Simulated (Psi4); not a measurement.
## Property calculation of ZnHClO

ZnHClO, SMILES [OH][Zn][Cl], computed with SPW92/heavy-aug-cc-pVDZ, RKS, DKH2 (Psi4 1.11).

The geometry comes from this level: PBE0-D4/def2-TZVP.

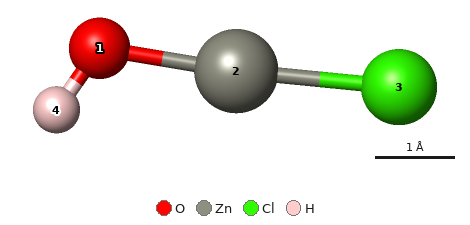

Fig. 1: The structure as given in the input (ball-and-stick view, seen on its broad side; atoms are numbered from 1 in the order of the input). Sticks mark near contacts. Bond lengths as drawn: Cl–Zn 2.08 Å, H–O 0.96 Å and O–Zn 1.77 Å.

## The input (clhozn.json)
```
{
 "schema_name": "qcschema_input",
 "schema_version": 1,
 "molecule": {
  "schema_name": "qcschema_molecule",
  "schema_version": 2,
  "symbols": ["O", "Zn", "Cl", "H"],
  "geometry": [-1.35304391, 1.67316351, -1.17295301, 0.83393614, -0.29385241, 0.40496831, 3.5851884, -2.4122354, 2.26030142, -2.96138981, 0.91897381, -1.53067816],
  "molecular_charge": 0,
  "molecular_multiplicity": 1
 },
 "driver": "energy",
 "model": {
  "method": "spw92",
  "basis": "heavy-aug-cc-pVDZ"
 },
 "keywords": {
  "reference": "rks",
  "scf_type": "pk",
  "ints_tolerance": 1e-08,
  "relativistic": "dkh",
  "dkh_order": 2,
  "scf_properties": ["MULTIPOLE(3)", "NO_OCCUPATIONS"]
 }
}
```

Command:
```bash
psi4 --qcschema clhozn.json -n 1 --memory 1600MB
```

## Output
```
Psi4 1.11 release

Relativistic analytic gradients are not implemented yet, re-routing to finite differences.

   => Loading Basis Set <=

    Name: HEAVY-AUG-CC-PVDZ
    Role: ORBITAL
    Keyword: BASIS

         ---------------------------------------------------------
                                   SCF
                              RKS Reference
                        1 Threads,   1525 MiB Core
         ---------------------------------------------------------

  ==> Geometry <==

    Molecular point group: c1
    Full point group: C1

    Geometry (in Bohr), charge = 0, multiplicity = 1:

       Center              X                  Y                   Z               Mass
    ------------   -----------------  -----------------  -----------------  -----------------
         O           -2.682253454639     2.324156490469    -1.903107874315    15.994914619570
         ZN          -0.495273404639     0.357140570469    -0.325186554315    63.929142010000
         CL           2.255978855361    -1.761242419531     1.530146555685    34.968852682000
         H           -4.290599354639     1.569966790469    -2.260833024315     1.007825032230

  Running in c1 symmetry.

  Rotational constants: A =     23.81400  B =      0.08827  C =      0.08795 [cm^-1]
  Rotational constants: A = 713925.79972  B =   2646.32155  C =   2636.54861 [MHz]
  Nuclear repulsion =  233.393095321773870

  Charge       = 0
  Multiplicity = 1
  Electrons    = 56
  Nalpha       = 28
  Nbeta        = 28

  ==> Algorithm <==

  SCF Algorithm Type is PK.
  DIIS enabled.
  MOM disabled.
  Fractional occupation disabled.
  Guess Type is SAD.
  Energy threshold   = 1.00e-06
  Density threshold  = 1.00e-06
  Integral threshold = 1.00e-08

  ==> Primary Basis <==

  Basis Set: HEAVY-AUG-CC-PVDZ
    Blend: HEAVY-AUG-CC-PVDZ
    Number of shells: 42
    Number of basis functions: 114
    Number of Cartesian functions: 128
    Spherical Harmonics?: true
    Max angular momentum: 3

  ==> DFT Potential <==

   => LibXC <=

    Version 7.1.2

   => Composite Functional: SPW92 <=

    Slater exchange

    Deriv               =              1
    GGA                 =          FALSE
    Meta                =          FALSE

    Exchange Hybrid     =          FALSE
    MP2 Hybrid          =          FALSE

   => Exchange Functionals <=

    1.0000         XC_LDA_X

   => Correlation Functionals <=

    1.0000      XC_LDA_C_PW

   => LibXC Density Thresholds  <==

    XC_LDA_C_PW:  1.00E-15
    XC_LDA_X:  1.00E-15

   => Molecular Quadrature <=

    Radial Scheme          =       TREUTLER
    Pruning Scheme         =           NONE
    Nuclear Scheme         =       TREUTLER

    Blocking Scheme        =         OCTREE
    BS radius alpha        =              1
    Pruning alpha          =              1
    Radial Points          =             75
    Spherical Points       =            302
    Total Points           =          88647
    Total Blocks           =            725
    Max Points             =            256
    Max Functions          =            114
    Weights Tolerance      =       1.00E-15

   => Loading Basis Set <=

    Name: (HEAVY-AUG-CC-PVDZ AUX)
    Role: DECON
    Keyword: BASIS_RELATIVISTIC

  ==> Integral Setup <==

  Using in-core PK algorithm.
   Calculation information:
      Number of atoms:                   4
      Number of AO shells:              42
      Number of primitives:            261
      Number of atomic orbitals:       128
      Number of basis functions:       114

      Integral cutoff                 1.00e-08
      Number of threads:                 1

  Performing in-core PK
  Using 42974580 doubles for integral storage.
  We computed 368787 shell quartets total.
  Whereas there are 408156 unique shell quartets.

  ==> DiskJK: Disk-Based J/K Matrices <==

    J tasked:                  Yes
    K tasked:                   No
    wK tasked:                  No
    Memory [MiB]:             1079
    Schwarz Cutoff:          1E-08

  Cached 100.0% of DFT collocation blocks in 0.064 [GiB].

    Computing 2-order Douglas-Kroll-Hess integrals.
    Adding Douglas-Kroll-Hess corrections to the potential integrals.
  Minimum eigenvalue in the overlap matrix is 8.6686837002E-04.
  Reciprocal condition number of the overlap matrix is 1.5717381183E-04.
    Using symmetric orthogonalization.

  ==> Pre-Iterations <==

  SCF Guess: Superposition of Atomic Densities via on-the-fly atomic UHF (no occupation information).

   -------------------------
    Irrep   Nso     Nmo
   -------------------------
     A        114     114
   -------------------------
    Total     114     114
   -------------------------

  ==> Iterations <==

                        Total Energy        Delta E     RMS |[F,P]|

   @RKS iter SAD: -2321.72103261093434   -2.32172e+03   0.00000e+00
   @RKS iter   1: -2320.97147497959259    7.49558e-01   3.83329e-02 ADIIS/DIIS
   @RKS iter   2: -2263.87587975287897    5.70956e+01   8.70190e-02 ADIIS/DIIS
   @RKS iter   3: -2322.38863328000662   -5.85128e+01   3.25305e-02 ADIIS/DIIS
   @RKS iter   4: -2324.29400152940298   -1.90537e+00   3.85144e-03 ADIIS/DIIS
   @RKS iter   5: -2324.22134961209440    7.26519e-02   5.13243e-03 ADIIS/DIIS
   @RKS iter   6: -2324.36344599356926   -1.42096e-01   1.87075e-03 ADIIS/DIIS
   @RKS iter   7: -2324.37803021015679   -1.45842e-02   3.71536e-04 ADIIS/DIIS
   @RKS iter   8: -2324.37885684809680   -8.26638e-04   1.21463e-04 ADIIS/DIIS
   @RKS iter   9: -2324.37896652388417   -1.09676e-04   3.00078e-05 DIIS
   @RKS iter  10: -2324.37897094686195   -4.42298e-06   5.48449e-06 DIIS
   @RKS iter  11: -2324.37897114291491   -1.96053e-07   8.55596e-07 DIIS
  Energy and wave function converged.

  ==> Post-Iterations <==

   Electrons on quadrature grid:
      Ntotal   =   56.0000054062 ; deviation = 5.406e-06

    Orbital Energies [Eh]
    ---------------------

    Doubly Occupied:

       1A   -348.412083     2A   -100.695304     3A    -42.491483
       4A    -37.112522     5A    -37.111906     6A    -37.110378
       7A    -18.646088     8A     -9.207588     9A     -7.014605
      10A     -7.007853    11A     -7.007726    12A     -4.771200
      13A     -3.138635    14A     -3.137207    15A     -3.135047
      16A     -0.896417    17A     -0.748219    18A     -0.502064
      19A     -0.466393    20A     -0.463260    21A     -0.456923
      22A     -0.456915    23A     -0.406461    24A     -0.355756
      25A     -0.310350    26A     -0.297075    27A     -0.289320
      28A     -0.268982

    Virtual:

      29A     -0.097766    30A     -0.041454    31A     -0.033973
      32A     -0.005113    33A      0.010546    34A      0.027251
      35A      0.028026    36A      0.061769    37A      0.075245
      38A      0.090508    39A      0.092479    40A      0.096597
      41A      0.125527    42A      0.130672    43A      0.130714
      44A      0.149136    45A      0.152099    46A      0.190031
      47A      0.195490    48A      0.211577    49A      0.233650
      50A      0.248205    51A      0.262219    52A      0.271808
      53A      0.312899    54A      0.327128    55A      0.398992
      56A      0.410940    57A      0.429824    58A      0.430736
      59A      0.479451    60A      0.624440    61A      0.671383
      62A      0.684430    63A      0.719272    64A      0.724494
      65A      0.733233    66A      0.746737    67A      0.758457
      68A      0.824767    69A      0.862846    70A      0.905822
      71A      0.940536    72A      0.940622    73A      1.063341
      74A      1.091502    75A      1.098261    76A      1.103457
      77A      1.148303    78A      1.174661    79A      1.178529
      80A      1.202137    81A      1.243196    82A      1.272025
      83A      1.352001    84A      1.403328    85A      1.543116
      86A      1.553894    87A      1.557222    88A      1.584948
      89A      1.712427    90A      1.840533    91A      1.921188
      92A      1.933731    93A      2.053915    94A      2.241513
      95A      2.311341    96A      2.364094    97A      3.035780
      98A      3.097012    99A      3.171161   100A      3.231350
     101A      3.495723   102A      3.551839   103A      3.559304
     104A      3.644247   105A      3.690132   106A      3.695541
     107A      4.056527   108A      6.386096   109A      6.386525
     110A      6.436426   111A      6.443984   112A      6.633720
     113A      6.686536   114A      6.916275

    Final Occupation by Irrep:
              A
    DOCC [    28 ]
    NA   [    28 ]
    NB   [    28 ]

  @RKS Final Energy: -2324.37897114291491

   => Energetics <=

    Nuclear Repulsion Energy =            233.3930953217738704
    One-Electron Energy =               -3701.6445547836137848
    Two-Electron Energy =                1247.3790459125000325
    DFT Exchange-Correlation Energy =    -103.5065575935747404
    Empirical Dispersion Energy =           0.0000000000000000
    VV10 Nonlocal Energy =                  0.0000000000000000
    Total Energy =                      -2324.3789711429149065

Computation Completed

Properties will be evaluated at   0.000000,   0.000000,   0.000000 [a0]

Properties computed using the SCF density matrix

 Multipole Moments:

 ------------------------------------------------------------------------------------
     Multipole            Electronic (a.u.)      Nuclear  (a.u.)        Total (a.u.)
 ------------------------------------------------------------------------------------

 L = 1.  Multiply by 2.5417464519 to convert [e a0] to [Debye]
 Dipole X            :          1.6614345           -2.2551886           -0.5937541
 Dipole Y            :         -1.1202278            0.9363147           -0.1839131
 Dipole Z            :          1.0622150           -1.2288012           -0.1665862
 Magnitude           :                                                    0.6435207

 L = 2.  Multiply by 1.3450342976 to convert [e a0^2] to [Debye ang]
 Quadrupole XX       :       -192.3199874          169.8444741          -22.4755134
 Quadrupole XY       :        131.8306175         -129.4609157            2.3697018
 Quadrupole XZ       :       -114.2367431          114.0525883           -0.1841548
 Quadrupole YY       :       -129.0724339          102.2384771          -26.8339568
 Quadrupole YZ       :         90.1243815          -88.2328196            1.8915618
 Quadrupole ZZ       :       -102.0279653           77.0612357          -24.9667296
 Traceless XX        :        -51.1798586           53.4630785            2.2832199
 Traceless YY        :         12.0676950          -14.1429185           -2.0752235
 Traceless ZZ        :         39.1121636          -39.3201600           -0.2079963

 L = 3.  Multiply by 0.7117614979 to convert [e a0^3] to [Debye ang^2]
 Octupole XXX        :         12.4085759          -41.8223707          -29.4137948
 Octupole XXY        :        -11.0473962           12.9153403            1.8679441
 Octupole XXZ        :         11.2891883          -21.1592276           -9.8700392
 Octupole XYY        :         12.4194651           -9.4146814            3.0047837
 Octupole XYZ        :        -10.9675067            8.5101282           -2.4573784
 Octupole XZZ        :          6.2378340          -11.4245726           -5.1867386
 Octupole YYY        :        -10.2841540           12.7948662            2.5107122
 Octupole YYZ        :         10.4700676           -8.3669115            2.1031561
 Octupole YZZ        :         -6.3825177            6.3964690            0.0139513
 Octupole ZZZ        :          0.5560020           -6.8249627           -6.2689607

 ------------------------------------------------------------------------------------

 Multipole Moments:

 ------------------------------------------------------------------------------------
     Multipole            Electronic (a.u.)      Nuclear  (a.u.)        Total (a.u.)
 ------------------------------------------------------------------------------------

 L = 1.  Multiply by 2.5417464519 to convert [e a0] to [Debye]
 Dipole X            :          1.6614345           -2.2551886           -0.5937541
 Dipole Y            :         -1.1202278            0.9363147           -0.1839131
 Dipole Z            :          1.0622150           -1.2288012           -0.1665862
 Magnitude           :                                                    0.6435207

 ------------------------------------------------------------------------------------
  Natural Orbital Occupations:

  Total Occupations:
  HONO-2 :   26  A    2.000
  HONO-1 :   27  A    2.000
  HONO-0 :   28  A    2.000
  LUNO+0 :   29  A    0.000
  LUNO+1 :   30  A    0.000
  LUNO+2 :   31  A    0.000
  LUNO+3 :   32  A    0.000

	total time  =        119 seconds =       1.98 minutes

    Psi4 run time: 0:01:58.88
```

## File result.json
```
{
 "driver": "energy",
 "model": {
  "method": "spw92",
  "basis": "heavy-aug-cc-pVDZ"
 },
 "success": true,
 "return_result": -2324.378971142915,
 "properties": {
  "calcinfo_nbasis": 114,
  "calcinfo_nmo": 114,
  "calcinfo_nalpha": 28,
  "calcinfo_nbeta": 28,
  "calcinfo_natom": 4,
  "nuclear_repulsion_energy": 233.39309532177387,
  "return_energy": -2324.378971142915,
  "scf_one_electron_energy": -3701.644554783614,
  "scf_two_electron_energy": 1247.3790459125,
  "scf_xc_energy": -103.50655759357474,
  "scf_dipole_moment": [-0.593754108827091, -0.18391311046853986, -0.16658617856883318],
  "scf_total_energy": -2324.378971142915,
  "scf_iterations": 11
 }
}
```

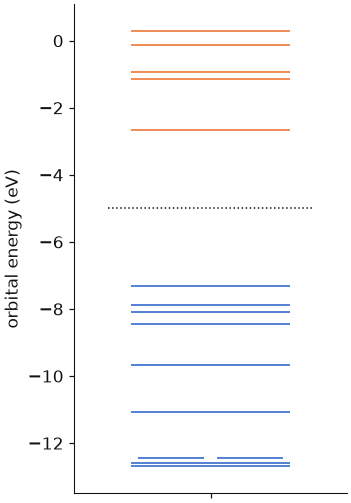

Fig. 2: Orbital energies near the frontier; the dotted line parts filled from empty levels, and levels within 0.02 eV of each other stand side by side. Highest filled −7.32 eV, lowest empty −2.66 eV, 4.66 eV apart.

## Summary

```csv
quantity,value
outcome,converged
total energy,−2324.378971 hartree
basis functions,114
HOMO,−7.32 eV
LUMO,−2.66 eV
dipole moment,1.64 D
hardware,"1 thread of Intel Xeon @ 2.50GHz (Skylake/Cascade Lake), 16 GiB of memory available, shared host"
wall time,2 min
peak memory,1.6 GiB
```

## Notes

Settings chosen away from the usual ones: ints_tolerance set to 1e-08.
